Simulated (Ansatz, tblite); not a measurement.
# n-GeGeGeGeSiH12 (SiGe4H12): spin-state energies by level

Is the singlet the ground state of n-GeGeGeGeSiH12 (SiGe4H12)? Other spin states are computed and compared level by level.

The runs use Ansatz 0.2.0, Gaussian basis; as each input shows.

The runs, in order: triplet, at the geometry of the singlet (GFN1-xTB, GFN2-xTB, PBE0-D4/def2-TZVP, PBE-D4/def2-TZVP, r2SCAN-D4/def2-TZVP); the singlet's energies come from earlier runs.

2 further runs of the same task are left out: 2 set aside as unsound or not needed. Runs told in other sessions of the task aren't counted.

### 1 The relaxed structure

The geometry is that of the singlet, from an earlier relaxation (r2SCAN-D4/def2-SVP).

17 atoms, charge 0, spin multiplicity 1.

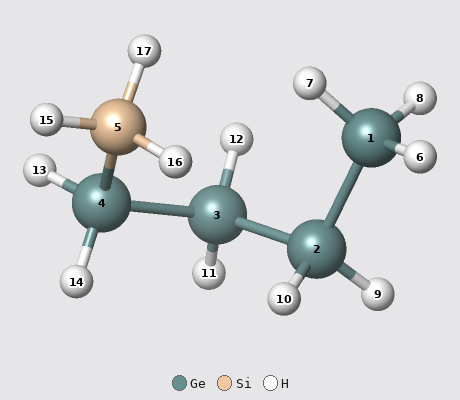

The geometry (germanium teal, silicon light orange, hydrogen white); atoms are numbered from 1 in the order of the file.

### 2 Triplet at the fixed geometry, GFN1-xTB

Tight binding, by tblite at 300 K electronic temperature and without a spin-polarisation term:

```python
tblite.interface.Calculator('GFN1-xTB', numbers, positions, charge=0, uhf=2).singlepoint()
```

Energy -404.6670 eV; 0.015 s.

### 3 Triplet at the fixed geometry, GFN2-xTB

Tight binding, by tblite at 300 K electronic temperature and without a spin-polarisation term:

```python
tblite.interface.Calculator('GFN2-xTB', numbers, positions, charge=0, uhf=2).singlepoint()
```

Energy -418.7612 eV; 0.016 s.

### 4 Triplet at the fixed geometry, PBE0-D4/def2-TZVP

The input, in.yaml:

```yaml
crystal:
  periodic: [false, false, false]
  atoms:
    - {symbol: Ge, position_ang: [-0.382388, 2.703831, -0.459625]}
    - {symbol: Ge, position_ang: [0.979901, 0.991261, -1.491453]}
    - {symbol: Ge, position_ang: [-0.243338, -1.101670, -1.570732]}
    - {symbol: Ge, position_ang: [0.112421, -2.306936, 0.500678]}
    - {symbol: Si, position_ang: [-0.256343, -0.894578, 2.380581]}
    - {symbol: H, position_ang: [0.456844, 3.931863, -0.070528]}
    - {symbol: H, position_ang: [-1.061689, 2.154549, 0.805266]}
    - {symbol: H, position_ang: [-1.479390, 3.146900, -1.441341]}
    - {symbol: H, position_ang: [1.387900, 1.444948, -2.905194]}
    - {symbol: H, position_ang: [2.271669, 0.785800, -0.677940]}
    - {symbol: H, position_ang: [0.201940, -1.957677, -2.770879]}
    - {symbol: H, position_ang: [-1.745079, -0.803249, -1.738898]}
    - {symbol: H, position_ang: [-0.806661, -3.539730, 0.570787]}
    - {symbol: H, position_ang: [1.567786, -2.807815, 0.522846]}
    - {symbol: H, position_ang: [-0.041697, -1.640339, 3.658044]}
    - {symbol: H, position_ang: [0.692476, 0.260049, 2.331649]}
    - {symbol: H, position_ang: [-1.654333, -0.367217, 2.356730]}
basis:
  gaussian: {orbitals: def2-TZVP}
magnetization: {spin_polarized: true, initial_magnetization: 2}
hamiltonian: {xc: pbe0, dispersion: d4}
scf: {omitted_lower_state_checks: [starts]}
output: {orbitals: {seedname: orbitals}}
```

Command:

```sh
$ ansatz run in.yaml --threads 4 --pin off --events-out ev --progress --plain --max-ram 4787MiB
```

The log of the run:

```text
Functional definition: PBE0
  name "PBE0"
  cite "Adamo & Barone, J. Chem. Phys. 110, 6158 (1999) doi:10.1063/1.478522"
  cite "Perdew, Burke & Ernzerhof, Phys. Rev. Lett. 77, 3865 (1996) doi:10.1103/PhysRevLett.77.3865"
  parent pbe
  parameter a = 0.25
  parameter kappa = 0.804
  parameter beta = 0.06672455060314922
  exchange = (1 - a)*pbe_x(kappa = kappa, mu = beta*pi^2/3) + a*exact_x
  correlation = pbe_c(beta = beta)
these checks for a lower state are left out or cut short: starts
2112 factors; integrals over basis functions are off by at most 1.1e-3 eV
mean field evaluation 1: about -234107.5691 eV, gradient 2.4e1 eV
mean field evaluation 2: about -234104.3850 eV, gradient 3.2e1 eV
mean field evaluation 4: about -234109.1945 eV, gradient 3.6e0 eV
mean field evaluation 8: about -234109.4103 eV, gradient 7.2e-1 eV
mean field evaluation 16: about -234109.4656 eV, gradient 1.4e-1 eV
mean field evaluation 32: about -234109.4723 eV, gradient 1.6e-2 eV
mean field -234109.47233548 eV, -8603.3644232293 hartree, gradient 3.5e-6 eV, S^2 2.007370; 0 other end points of the search recorded, 0 dependent functions left out
reference -234109.47238359 eV, -8603.3644249971 hartree; 78, 76 occupied and 223, 225 virtual orbitals, 2112 factors
Total energy: -234109.91453645 eV, -8603.3806738152 hartree
Checks for a lower state left out: starts
```

Run time: 42 s. Hardware: 4 threads of Arm Neoverse V2, shared host; peak memory 1.9 GiB.

From the report: HOMO -2.13 eV, LUMO -6.01 eV (over both spins; with the spin held, an empty level of the minority spin lies below the top filled one); ⟨S²⟩ 2.007 (pure: 2.00).

### 5 Triplet at the fixed geometry, PBE-D4/def2-TZVP

start.molden holds the orbitals of an earlier run on this state, given as this run's starting guess.

Edit in.yaml of step 4 so:

```diff
@@ -21,5 +21,5 @@
 basis:
-  gaussian: {orbitals: def2-TZVP}
+  gaussian: {orbitals: def2-TZVP, initial_orbitals: start.molden}
 magnetization: {spin_polarized: true, initial_magnetization: 2}
-hamiltonian: {xc: pbe0, dispersion: d4}
+hamiltonian: {xc: pbe, dispersion: d4}
 scf: {omitted_lower_state_checks: [starts]}
```

The command is unchanged.

The log of the run:

```text
Functional definition: PBE
  name "PBE"
  cite "Perdew, Burke & Ernzerhof, Phys. Rev. Lett. 77, 3865 (1996) doi:10.1103/PhysRevLett.77.3865"
  parent pbe
  parameter kappa = 0.804
  parameter beta = 0.06672455060314922
  exchange = pbe_x(kappa = kappa, mu = beta*pi^2/3)
  correlation = pbe_c(beta = beta)
these checks for a lower state are left out or cut short: starts
2212 factors; their error is unknown
mean field evaluation 1: about -234102.4460 eV, gradient 1.2e1 eV
mean field evaluation 2: about -234102.7096 eV, gradient 3.6e-1 eV
mean field evaluation 4: about -234102.6644 eV, gradient 1.1e-1 eV
mean field evaluation 8: about -234102.6653 eV, gradient 8.7e-4 eV
mean field evaluation 16: about -234102.6653 eV, gradient 2.3e-6 eV
mean field -234102.66531501 eV, -8603.1142698407 hartree, gradient 2.3e-6 eV, S^2 2.004059; 0 other end points of the search recorded, 0 dependent functions left out
reference -234102.66537799 eV, -8603.1142721555 hartree; 78, 76 occupied and 223, 225 virtual orbitals, 2212 factors
Total energy: -234103.16625149 eV, -8603.1326789168 hartree
Checks for a lower state left out: starts
```

It took 17 s on 4 threads of Arm Neoverse V2, shared host; peak memory 0.77 GiB.

From the report: HOMO -1.61 eV, LUMO -6.62 eV (over both spins; with the spin held, an empty level of the minority spin lies below the top filled one); ⟨S²⟩ 2.004 (pure: 2.00).

### 6 Triplet at the fixed geometry, r2SCAN-D4/def2-TZVP

Edit in.yaml of step 5 so:

```diff
@@ -23,3 +23,3 @@
 magnetization: {spin_polarized: true, initial_magnetization: 2}
-hamiltonian: {xc: pbe, dispersion: d4}
+hamiltonian: {xc: r2scan, dispersion: d4}
 scf: {omitted_lower_state_checks: [starts]}
```

Launched as before.

The log of the run:

```text
Functional definition: r2SCAN
  name "r2SCAN"
  cite "Furness, Kaplan, Ning, Perdew & Sun, J. Phys. Chem. Lett. 11, 8208 (2020) doi:10.1021/acs.jpclett.0c02405"
  cite "Furness, Kaplan, Ning, Perdew & Sun, J. Phys. Chem. Lett. 11, 9248 (2020) doi:10.1021/acs.jpclett.0c03077"
  parent r2scan
  parameter k0 = 0.174
  parameter k1 = 0.065
  parameter a1 = 4.9479
  exchange = r2scan_x(k0 = k0, k1 = k1, a1 = a1)
  correlation = r2scan_c
these checks for a lower state are left out or cut short: starts
2212 factors; their error is unknown
mean field evaluation 1: about -234139.8021 eV, gradient 8.5e0 eV
mean field evaluation 2: about -234139.9088 eV, gradient 1.7e-1 eV
mean field evaluation 4: about -234139.8729 eV, gradient 4.4e-2 eV
mean field evaluation 8: about -234139.8732 eV, gradient 4.1e-4 eV
mean field -234139.87324740 eV, -8604.4816361358 hartree, gradient 7.7e-6 eV, S^2 2.009806; 0 other end points of the search recorded, 0 dependent functions left out
reference -234139.87326961 eV, -8604.4816369521 hartree; 78, 76 occupied and 223, 225 virtual orbitals, 2212 factors
Total energy: -234140.00280304 eV, -8604.4863972175 hartree
Checks for a lower state left out: starts
```

Wall time 59 s (4 threads of Arm Neoverse V2, shared host); peak memory 1.6 GiB.

From the report: HOMO -1.63 eV, LUMO -6.61 eV (over both spins; with the spin held, an empty level of the minority spin lies below the top filled one); ⟨S²⟩ 2.010 (pure: 2.00).

### 7 Triplet less singlet, vertical

The singlet's energies are those of its earlier runs, whose logs aren't repeated here.

```csv
level,"triplet less singlet, vertical (kcal/mol)",time
GFN1-xTB,+86.8,0.028 s
GFN2-xTB,+107.2,0.025 s
PBE-D4/def2-TZVP,+121.1,22 s
r2SCAN-D4/def2-TZVP,+126.6,69 s
PBE0-D4/def2-TZVP,+129.6,54 s
```

Times add the two runs; a level without a time comes out of a correlated run. Tight binding without a spin term can't rank spin states.

### 8 What came out

```
                                                quantity                                         value
triplet less singlet, vertical, functionals in def2-TZVP  +121.1 (PBE-D4) to +129.6 kcal/mol (PBE0-D4)
```

In words: All functionals put the triplet above the singlet, over a spread of 8.5 kcal/mol. The checks for a lower triplet were left out, so another state of that spin may lie lower. These are electronic energies, without zero-point motion, entropy or surroundings.
